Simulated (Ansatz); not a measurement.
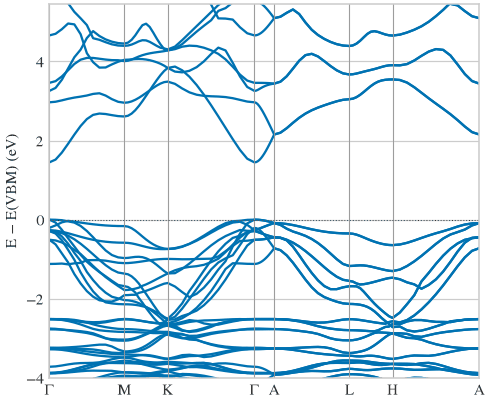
Figure: Band structure from PBE+D3(BJ) (plane waves, PAW; program Ansatz)

Task: Read off the gap and where the band edges lie.

Result: About 1.4 eV (1.45 eV by a search for the band edges); maximum at Γ, minimum at Γ.

Task: Which compound is it?
A. Te2Mo, P6_3/mmc (Te on 4f, Mo on 2c)
B. BeS, P6_422 (Be on 3c, S on 3d)
C. AgI, P6_3mc (Ag on 2a, Ag on 2b, I on 2a, I on 2b)
D. WSe2, P6_3/mmc (W on 2c, Se on 4f)

Result: C, AgI, P6_3mc (Ag on 2a, Ag on 2b, I on 2a, I on 2b)

The first step of the workflow began from a Materials Project structure, measured or hypothetical. Its sites differ from those of the usual phase in this space group: another stacking or structure type. The PBE+D3(BJ) relaxation kept the symmetry of its start; its stability against distortions is not shown here. No spin polarisation was allowed. Scalar-relativistic: spin–orbit coupling is off unless named, which matters more the heavier the elements.

Potentials: the earlier of the program's two PAW sets.
